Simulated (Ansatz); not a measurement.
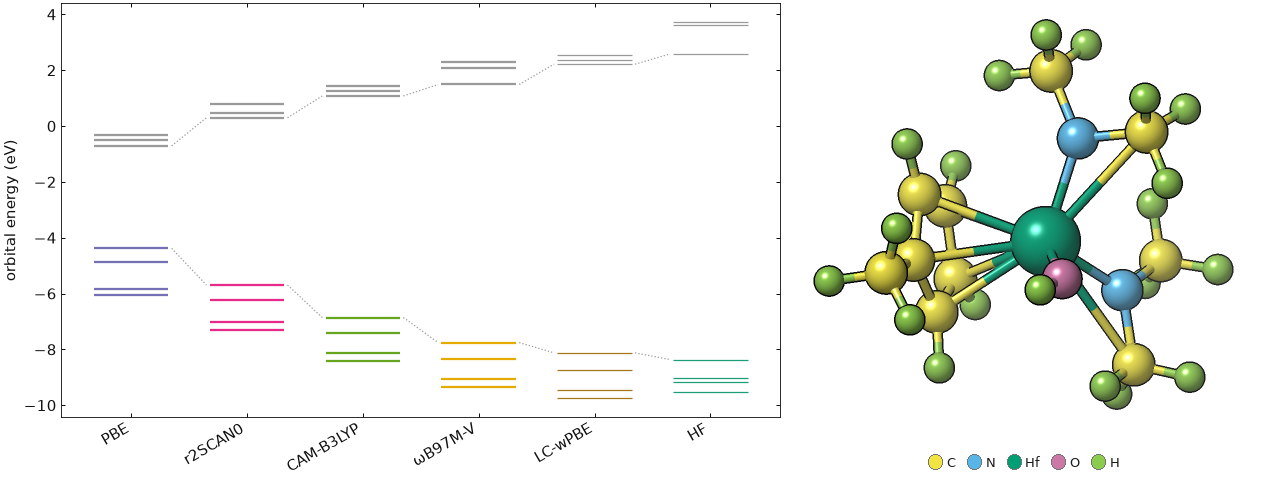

Frontier orbital energies of C₁₀H₂₀HfN₂O, singlet at one geometry, def2-TZVPP, the Ansatz code 0.2.0, at a PBE0-D4/def2-TZVP geometry (no frequency check). Empty levels are grey, levels within 0.1 eV stand side by side; all columns show the same few orbitals around the gap. Dotted lines join the HOMOs and the LUMOs.

How do the frontier levels move from column to column?

The separation grows from 3.67 eV (PBE) to 10.94 eV (HF).

| level | HOMO (eV) | LUMO (eV) | separation (eV) |
| --- | --- | --- | --- |
| PBE | −4.38 | −0.71 | 3.67 |
| r2SCAN0 | −5.69 | 0.30 | 5.99 |
| CAM-B3LYP | −6.86 | 1.08 | 7.94 |
| ωB97M-V | −7.75 | 1.49 | 9.25 |
| LC-wPBE | −8.12 | 2.22 | 10.34 |
| HF | −8.36 | 2.58 | 10.94 |

Limits of at least one run: core potentials past krypton; empty levels above zero depend strongly on the basis; one conformer of a flexible molecule; spin-orbit coupling is left out, and with Hf it can shift these levels and split any degenerate set.
